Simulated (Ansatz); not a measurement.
**CH₄BN (SMILES BN=C): one structure at several levels**

The atoms stand at a structure displaced at random from a GFN2-xTB minimum. How far do the functionals agree with CCSD(T) there?

Program: Ansatz 0.2.0, Gaussian basis. Level of theory: single points in def2-TZVPP. These are calculated values, not measurements.

Cores are frozen in the correlated methods.

**1. Where the work starts**

7 atoms, charge 0, spin multiplicity 1.

Atoms are counted from 1 here; the program's logs count them from 0.

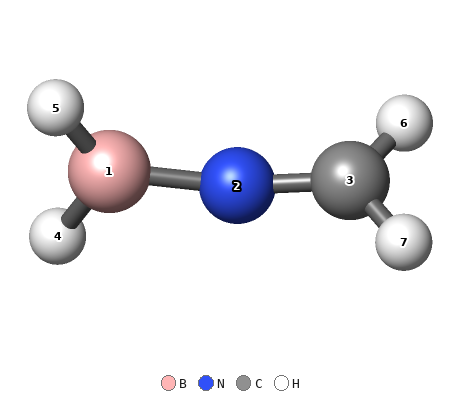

The starting geometry (boron pink, nitrogen blue, carbon grey, hydrogen white); atoms are numbered from 1 in the order of the file.

As a file:

```mol
CH4BN
  3D, bonds by distance, orders not assigned

  7  6  0  0  0  0  0  0  0  0999 V2000
   -0.9266    0.4083   -0.7747 B   0  0
    0.0110   -0.0531    0.0888 N   0  0
    0.9969   -0.2577    0.7437 C   0  0
   -1.9583   -0.2637   -0.7026 H   0  0
   -0.8154    1.1909   -1.5080 H   0  0
    1.6755   -0.8927    0.4797 H   0  0
    1.1572   -0.0002    1.6752 H   0  0
  1  2  8  0
  1  4  8  0
  1  5  8  0
  2  3  8  0
  3  6  8  0
  3  7  8  0
M  END
```

**2. CCSD(T)/def2-TZVPP**

Input file run/in.yaml:

```yaml
crystal:
  periodic: [false, false, false]
  atoms:
    - {symbol: B, position_ang: [-0.926600, 0.408300, -0.774700]}
    - {symbol: N, position_ang: [0.011000, -0.053100, 0.088800]}
    - {symbol: C, position_ang: [0.996900, -0.257700, 0.743700]}
    - {symbol: H, position_ang: [-1.958300, -0.263700, -0.702600]}
    - {symbol: H, position_ang: [-0.815400, 1.190900, -1.508000]}
    - {symbol: H, position_ang: [1.675500, -0.892700, 0.479700]}
    - {symbol: H, position_ang: [1.157200, -0.000200, 1.675200]}
basis:
  gaussian: {orbitals: def2-TZVPP}
correlation: {method: ccsd_t}
output: {forces: true}
```

The command line of these runs was not kept.

**3. PBE0-D4/def2-TZVPP**

Changes to run/in.yaml since step 2:

```diff
@@ -12,3 +12,3 @@
   gaussian: {orbitals: def2-TZVPP}
-correlation: {method: ccsd_t}
-output: {forces: true}
+hamiltonian: {xc: pbe0, dispersion: d4}
+output: {forces: true, orbitals: {seedname: orbitals}}
```

**4. wB97M-V/def2-TZVPP**

Changes to run/in.yaml since step 3:

```diff
@@ -12,3 +12,3 @@
   gaussian: {orbitals: def2-TZVPP}
-hamiltonian: {xc: pbe0, dispersion: d4}
-output: {forces: true, orbitals: {seedname: orbitals}}
+hamiltonian: {xc: {name: wB97M-V}}
+output: {forces: true}
```

**5. r2SCAN-D4/def2-TZVPP**

Changes to run/in.yaml since step 4:

```diff
@@ -12,3 +12,3 @@
   gaussian: {orbitals: def2-TZVPP}
-hamiltonian: {xc: {name: wB97M-V}}
+hamiltonian: {xc: r2scan, dispersion: d4}
 output: {forces: true}
```

**6. PBE-D4/def2-TZVPP**

Changes to run/in.yaml since step 5:

```diff
@@ -12,3 +12,3 @@
   gaussian: {orbitals: def2-TZVPP}
-hamiltonian: {xc: r2scan, dispersion: d4}
+hamiltonian: {xc: pbe, dispersion: d4}
 output: {forces: true}
```

**7. r2SCANh-D4/def2-TZVPP**

Changes to run/in.yaml since step 6:

```diff
@@ -12,3 +12,3 @@
   gaussian: {orbitals: def2-TZVPP}
-hamiltonian: {xc: pbe, dispersion: d4}
+hamiltonian: {xc: {name: r2SCANh}, dispersion: d4}
 output: {forces: true}
```

**8. CAM-B3LYP-D4/def2-TZVPP**

Changes to run/in.yaml since step 7:

```diff
@@ -12,3 +12,3 @@
   gaussian: {orbitals: def2-TZVPP}
-hamiltonian: {xc: {name: r2SCANh}, dispersion: d4}
+hamiltonian: {xc: {name: CAM-B3LYP}, dispersion: d4}
 output: {forces: true}
```

(Steps that only read results are left out.)

Before running it: what results should come out? Wanted: energy less free atoms, CCSD(T)/def2-TZVPP; RMS force component; RMS force error; HOMO and LUMO, PBE0-D4; T1 diagnostic.

The runs gave:

```
                                  quantity                                                                                                   value
energy less free atoms, CCSD(T)/def2-TZVPP                                                                                              -25.651 eV
                       RMS force component                                                                    2.463 to 2.612 eV/Å over the methods
                           RMS force error  PBE0-D4 0.315, wB97M-V 0.230, r2SCAN-D4 0.248, PBE-D4 0.234, r2SCANh-D4 0.287, CAM-B3LYP-D4 0.312 eV/Å
                    HOMO and LUMO, PBE0-D4                                                                                      -7.78 and -0.81 eV
                             T1 diagnostic                                                                                                   0.016
```

In words: Against CCSD(T) the functionals' energies less atoms differ by -1.682 to -0.811 eV, PBE-D4 by -1.682 eV. A larger basis would deepen the CCSD(T) value, while the functionals are nearly converged already, so the order here is not reliable. On forces the order runs from wB97M-V to PBE0-D4. Frozen-core CCSD(T) forces in triple zeta carry basis errors of their own, and this is one geometry, so small gaps rank nothing.
